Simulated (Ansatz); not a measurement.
# HF/STO-3G run of [HO2]− (hydroperoxide(1-))

What is the vertical ionisation energy of [HO2]− (hydroperoxide(1-)) at HF/STO-3G? 

Program for the calculation: Ansatz 0.2.0.

2 further runs of the same task are left out: 2 set aside as unsound or not needed.

## (1) The structure to begin with

The species is [HO2]− (3 atoms), meant as a singlet with charge -1. As SMILES, `[O-]O`. Geometry: relaxed at PBE0-D4/def2-TZVPD.

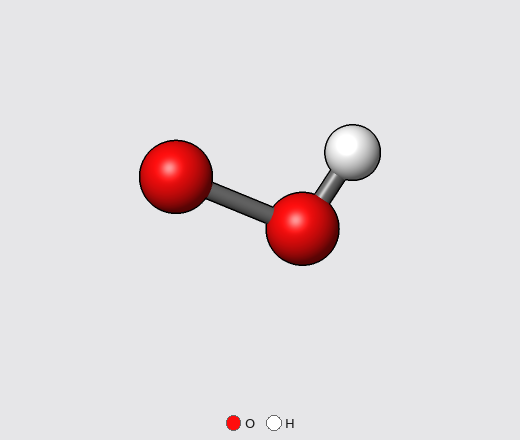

Viewed from a chosen angle; oxygen red, hydrogen white.

## (2) A single-point energy at HF/STO-3G

File in.yaml:

```yaml
crystal:
  periodic: [false, false, false]
  atoms:
    - symbol: O
      position_ang: [-0.357760, 1.025590, -0.080830]
    - symbol: O
      position_ang: [-0.242260, -0.445880, -0.180750]
    - symbol: H
      position_ang: [0.600030, -0.579720, 0.261570]
basis:
  gaussian: {orbitals: STO-3G}
total_charge: -1
hamiltonian: {xc: hf}
accuracy: high
output: {orbitals: {seedname: orbitals}}
```

Started as:

```bash
ansatz run in.yaml --threads 1 --pin off --max-ram 3480MiB --events-out events.jsonl --progress --plain --runs-dir runs
```

The log of the run:

```text
Warning: RAYON_NUM_THREADS=1 ignored (pool sized by the plan → 1); use --threads N
Functional definition: HF
  name "HF"
  exchange = exact_x
  correlation = 0
168 factors; integrals over basis functions are off by at most 4.4e-8 eV
mean field evaluation 1: about -4022.9897 eV, gradient 2.2e1 eV
mean field evaluation 2: about -4023.1023 eV, gradient 2.2e1 eV
mean field evaluation 4: about -4025.4175 eV, gradient 1.5e0 eV
mean field evaluation 8: about -4025.4249 eV, gradient 1.4e-4 eV
mean field -4025.42489581 eV, -147.9316363899 hartree, gradient 7.7e-9 eV, S^2 0.000000; 0 other end points of the search recorded, 0 dependent functions left out
reference -4025.42489581 eV, -147.9316363899 hartree; 9, 9 occupied and 2, 2 virtual orbitals, 168 factors
Total energy: -4025.42489581 eV, -147.9316363899 hartree
```

Wall time 0.06 s (1 thread of Arm Neoverse V2, shared host).

## (3) Doublet neutral HO2 at the same level

File job.yaml:

```yaml
crystal:
  periodic: [false, false, false]
  atoms:
    - {symbol: O, position_ang: [-0.357760, 1.025590, -0.080830]}
    - {symbol: O, position_ang: [-0.242260, -0.445880, -0.180750]}
    - {symbol: H, position_ang: [0.600030, -0.579720, 0.261570]}
basis:
  gaussian: {orbitals: STO-3G}
total_charge: 0
magnetization: {spin_polarized: true, initial_magnetization: 1}
hamiltonian: {xc: hf}
accuracy: high
output: {orbitals: {seedname: orbitals}}
```

Started as:

```bash
ansatz run job.yaml --threads 1 --pin off --max-ram 3480MiB --events-out events.jsonl --progress --plain --runs-dir runs
```

The log of the run:

```text
Warning: RAYON_NUM_THREADS=1 ignored (pool sized by the plan → 1); use --threads N
[... 4 set-up lines as earlier in the session ...]
168 factors; integrals over basis functions are off by at most 4.4e-8 eV
mean field evaluation 1: about -4029.3007 eV, gradient 1.4e1 eV
mean field evaluation 2: about -4029.3905 eV, gradient 1.4e1 eV
mean field evaluation 4: about -4031.6109 eV, gradient 3.7e0 eV
mean field evaluation 8: about -4032.2063 eV, gradient 5.8e-1 eV
mean field evaluation 16: about -4032.2485 eV, gradient 8.8e-6 eV
mean field evaluation 32: about -4031.7514 eV, gradient 4.2e0 eV
mean field evaluation 64: about -4030.9254 eV, gradient 9.1e0 eV
mean field -4032.24851576 eV, -148.1823997980 hartree, gradient 1.6e-8 eV, S^2 0.858510; 3 other end points of the search recorded, 0 dependent functions left out
reference -4032.24851576 eV, -148.1823997980 hartree; 9, 8 occupied and 2, 3 virtual orbitals, 168 factors
Total energy: -4032.24851576 eV, -148.1823997980 hartree
```

Run time: 0.08 s. Hardware: 1 thread of Arm Neoverse V2, shared host.

## (4) What came out

At HF/STO-3G:

| quantity | value |
| --- | --- |
| singlet [HO2]−: total energy | -147.93164 Eh |
| singlet [HO2]−: HOMO energy | 5.00 eV |
| singlet [HO2]−: LUMO energy | 27.00 eV |
| singlet [HO2]−: HOMO–LUMO gap (to an unbound level, set by the basis) | 21.99 eV |
| doublet neutral HO2: total energy | -148.18240 Eh |
| doublet neutral HO2: HOMO energy (highest over α and β) | -10.18 eV |
| doublet neutral HO2: LUMO energy (lowest over α and β) | 9.23 eV |
| doublet neutral HO2: ⟨S²⟩ | 0.859 |
| vertical detachment energy (to the doublet neutral) | -6.824 eV |

**Reading.** The species is unbound against losing an electron at this level, by 6.82 eV (−658 kJ/mol); missing correlation or diffuse functions can give that sign where the real anion is bound. In a minimal basis such a difference can be off by several eV, whatever the method. The HOMO (singlet [HO2]−) lies at positive energy, 5.00 eV: the electron is unbound at this level or held by a compact basis; values depend on the basis. ⟨S²⟩ (doublet neutral HO2) is 0.86 where a pure doublet has 0.75: the reference is spin-contaminated.
